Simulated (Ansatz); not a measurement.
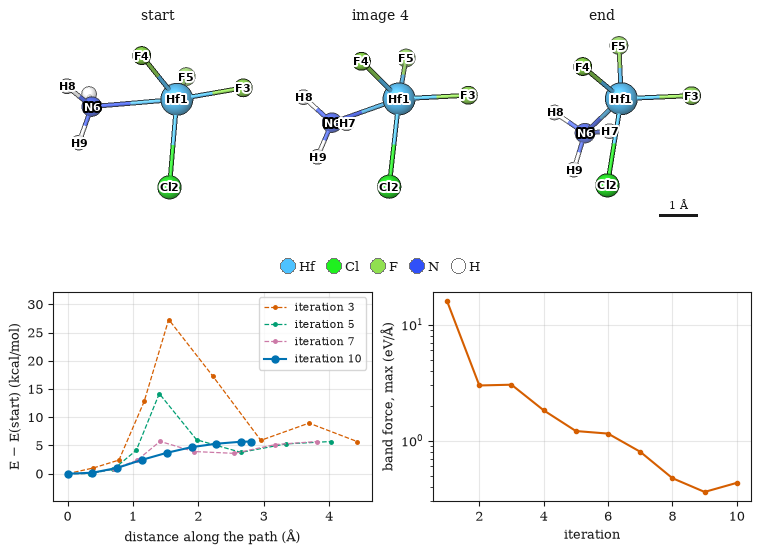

A nudged-elastic-band calculation for HfNH3ClF3. Images are numbered from 0 (start) to 8 (end). The plot follows the band through its iterations. The picture is a ball-and-stick view, seen at a tilt.

The calculation used RKS r2SCAN-D4/def2-SVP (Ansatz). Settings: 7 movable images; climbing image; force threshold 0.05 eV/Å; iteration limit 10; starting path through a guess of the saddle point.

Question: Judge this run.

Answer: The result isn't final. The band hadn't converged when the run stopped after 10 iterations. The largest component of the band force went from 16 to 0.43 eV/Å. The iteration limit was low. The first iteration put the highest image at 107.16 kcal/mol. No barrier shows: the energy is highest at the end, and the end lies 5.70 kcal/mol above the start.

The run took 3.2 min on 4 threads of Arm Neoverse V2, with other jobs on the host, peak memory 0.22 GiB.
